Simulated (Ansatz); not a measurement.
# Convergence study of the k-point mesh for HfPt3 (P4mm, 4 atoms in the cell)

```xyz
4
Lattice="4.0225 0.0000 0.0000 0.0000 4.0225 0.0000 0.0000 0.0000 4.0225" Properties=species:S:1:pos:R:3 pbc="T T T"
Hf     0.0000     0.0000     0.0500
Pt     2.0112     2.0112     0.0000
Pt     0.0000     2.0112     2.0112
Pt     2.0112     0.0000     2.0112
```

Method of the run: LDA (PW92), default PAW files made with PBE (plane waves; Ansatz, an electronic-structure program).

Base settings: basis.ecutwfc = 420 eV; kpoints.mp_grid.grid = 8 8 8; hamiltonian.xc = lda; hamiltonian.pseudopotentials = {kind: paw} (the program's default PAW files); scf.occupations.method = gaussian; scf.occupations.width = 0.1 eV.

Only quantities that move along the ladder and can be compared are tabulated.

The count of work is k-points × plane waves × bands × iterations; it is no time. Core times come from one kind of shared machine, to one figure; runs under 30 s give none.

The starting cell comes from a database of computed structures (which also holds hypothetical and non-ambient phases and stackings), without a prior relaxation at this level. Its lattice was rescaled by up to half a per cent. One atom was moved a little off its site on purpose. Spin polarisation is off. In the base run, with a pressure of about -12 GPa the cell is away from its equilibrium volume at this level. Ansatz's pressure includes its estimate of the finite-basis (Pulay) stress.

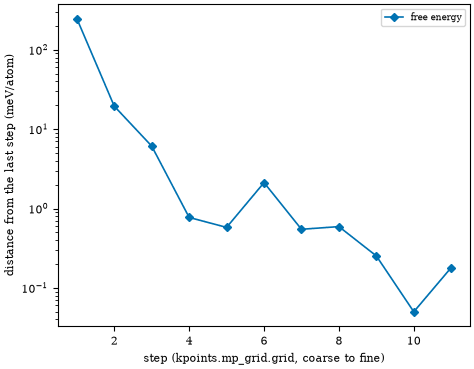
Figure: Distance from the last step along the ladder; very small values are drawn at a floor.

| kpoints.mp_grid.grid | free energy less the last step's (meV/atom) | pressure (GPa) | largest difference of a force vector from the last step's (eV/Å) | count of work / last | core time / last (rough) |
|---|---|---|---|---|---|
| 2 2 2 | 247.62 | -7.07 | 0.251 | 0.0047 | – |
| 3 3 3 | 19.48 | -10.60 | 0.018 | 0.0035 | – |
| 4 4 4 | -6.12 | -11.57 | 0.003 | 0.012 | – |
| 5 5 5 | 0.77 | -11.59 | 0.002 | 0.012 | – |
| 6 6 6 | 0.58 | -11.67 | 0.002 | 0.027 | – |
| 8 8 8 | 2.12 | -11.63 | 0.002 | 0.051 | – |
| 9 9 9 | 0.55 | -11.62 | 0.000 | 0.051 | – |
| 11 11 11 | -0.59 | -11.62 | 0.001 | 0.086 | – |
| 16 16 16 | 0.25 | -11.63 | 0.000 | 0.28 | 0.2 |
| 18 18 18 | -0.04 | -11.62 | 0.001 | 0.37 | 0.3 |
| 22 22 22 | 0.18 | -11.64 | 0.000 | 0.64 | 0.6 |
| 27 27 27 | 0.00 | -11.64 | 0.000 | 1.0 | 1 |

Coarsest kpoints.mp_grid.grid that holds the forces within 0.02 eV/Å of the last step, with all finer ones: 3 3 3, at 0.0035 of the last step's count of work; the step before is off by 0.25 eV/Å.

Coarsest kpoints.mp_grid.grid that holds the pressure within 0.5 GPa of the last step, with all finer ones: 4 4 4, at 0.012 of the last step's count of work; the step before is off by 1.0 GPa.

Coarsest kpoints.mp_grid.grid that holds the free energy within 0.5 meV/atom of the last step, with all finer ones: 16 16 16, at 0.28 of the last step's count of work and about 0.2 of the last step's time; the step before is off by 0.59 meV/atom.

Keys are those of Ansatz 0.2.
